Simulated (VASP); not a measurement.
Band structure of GaAs (relaxed from the wurtzite structure, space group P6_3mc). These are PBEsol GGA, VASP's PBE PAW potentials (set 64) (plane waves; VASP) values and carry that method's errors.

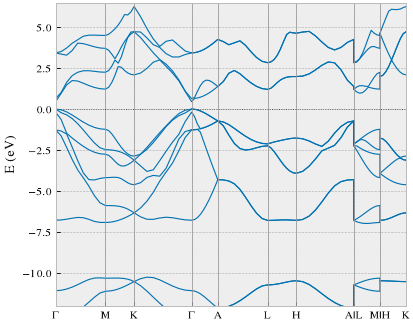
Figure. Bands along high-symmetry lines, zero at the valence-band maximum or, without a gap, the Fermi level

Problem. Read the plot: is there a gap, and where are the band edges?

Solution. The gap is direct, 0.45 eV, from the valence maximum at Γ to the conduction minimum at Γ. (Edges off the drawn lines would not show.)

The structure was generated: GaAs was put into the wurtzite type (P6_3mc), which need not be its known phase. It was relaxed first.
